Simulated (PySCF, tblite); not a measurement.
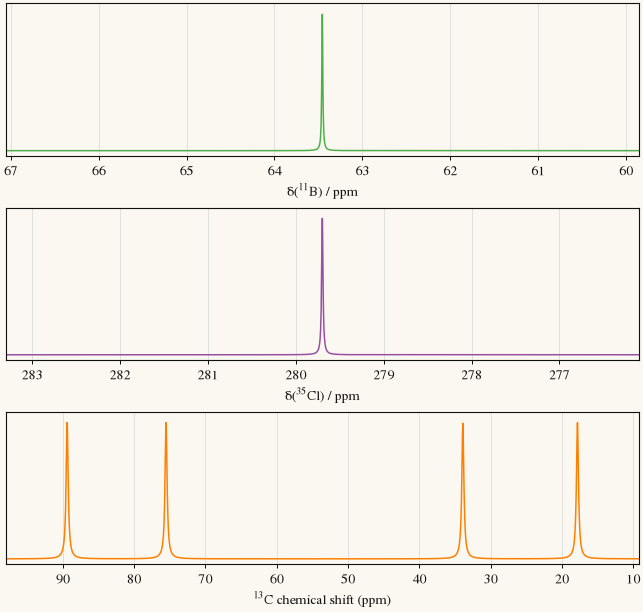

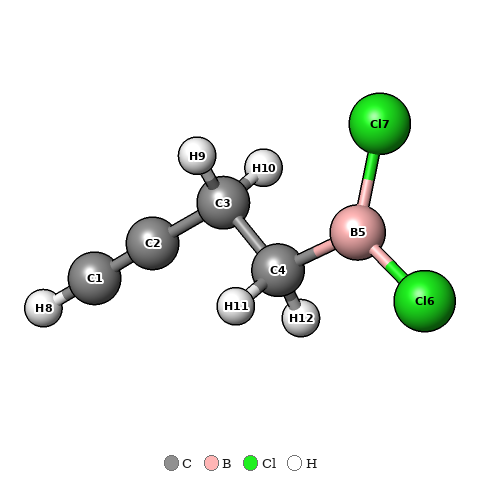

Spectrum and numbered structure of C₄H₅BCl₂, SMILES C#CCCB(Cl)Cl. GIAO shifts, PBE0/pcSseg-1 with PySCF, at a GFN2-xTB geometry (a minimum by its frequencies), against BF₃.OEt₂ for ¹¹B, HCl for ³⁵Cl and TMS for ¹³C computed at the same level (Cl: the usual scale starts at aqueous chloride instead). Gas phase, fully decoupled, line heights follow the number of nuclei, widths are arbitrary (no quadrupolar broadening); values of one conformer, averaged over methyl-type rotors and exact or near symmetry; other conformers aren't averaged in.

### Where does the ¹¹B line lie?

At 63.5 ppm (B5).

### Where does the ³⁵Cl line lie?

At 279.7 ppm (Cl6 and Cl7).

### Assign the ¹³C signals to the numbered atoms.

```csv
δ (ppm),nuclei,atoms
89.4,1,C2
75.5,1,C1
33.9,1,C4
17.8,1,C3
```

Caveats: the tight-binding geometry is rougher than a DFT one and adds to the error.
